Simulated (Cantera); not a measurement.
Feed: 1 mol trisilylamine, 25 mol N2, at 82.5 Torr.

Equilibrium computed with Cantera from the NASA thermochemical tables; the gas is ideal and each condensed phase is pure. Candidate condensed phases: Si, Si3N4; 18 gas species. The feed counts by its element totals alone. The tables' values for SiN are old estimates; treat these amounts as uncertain. Gases not in the tables: Si2H6 and higher silanes. Kinetics and transport are ignored.

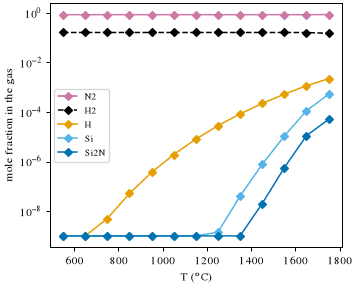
Fig. 1. Equilibrium gas composition (values under 1e-9 drawn at 1e-9)

From 550 °C to 1650 °C the condensed part is Si3N4(s). At 1750 °C the condensed part is Si(l).
